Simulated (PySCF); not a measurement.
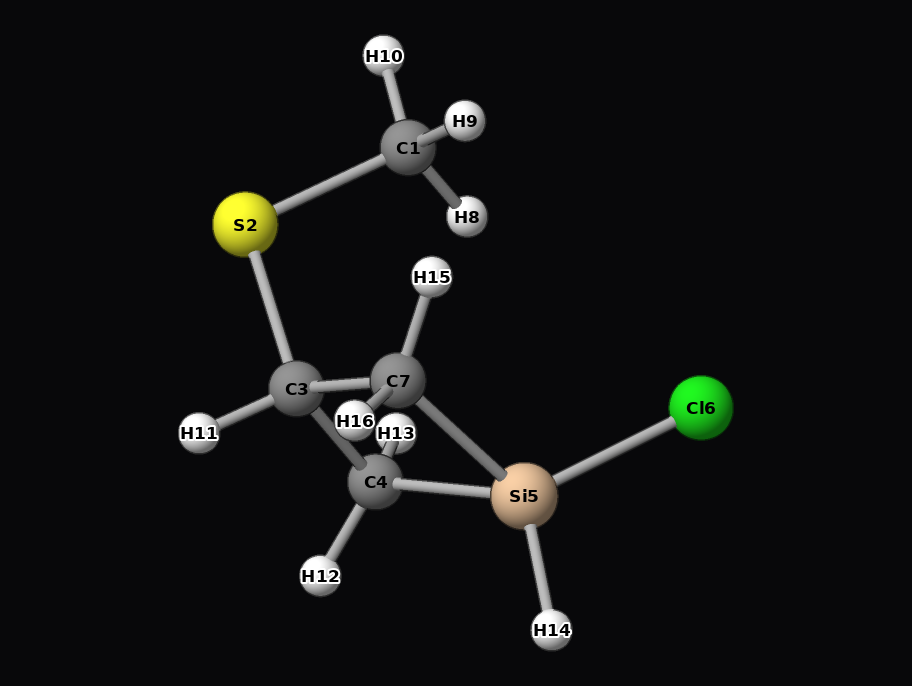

The questions are on Hirshfeld charges. Computed geometry: GFN2-xTB optimisation. No frequency run is at hand to confirm it as a minimum. Method: PBE0/pcSseg-1, gas phase (PySCF 2.14.0).

Give the Hirshfeld charges atom by atom.

```csv
atom,value (e)
C1,−0.12
S2,−0.02
C3,−0.03
C4,−0.17
Si5,0.37
Cl6,−0.11
C7,−0.17
H8,0.04
H9,0.04
H10,0.05
H11,0.05
H12,0.04
H13,0.03
H14,−0.07
H15,0.04
H16,0.04
```

The geometry is semi-empirical. Around Si such bond lengths and angles can be off by a tenth of an ångström or more and by several degrees, and values that hang on the shape move with them.
